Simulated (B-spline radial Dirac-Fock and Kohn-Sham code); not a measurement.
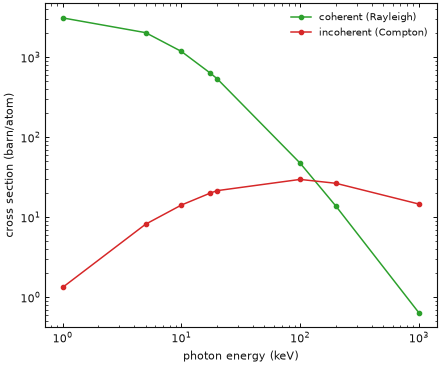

**Figure.** Coherent and incoherent photon scattering cross sections against photon energy, computed at the marked points and joined by straight lines. Species: the ytterbium atom in the configuration [Xe] 4f14 5d1 6s1, which is not the ground configuration. Method: Thomson × f² and Klein–Nishina × S on Dirac–Fock densities, without anomalous dispersion (computed with a B-spline radial code).

Coherent scattering falls from 3110 b at 1.00 keV to 0.642 b at 1.00 MeV. Incoherent scattering is largest at 100 keV among the points computed (29.8 b), and it overtakes the coherent part between 100 keV and 200 keV.
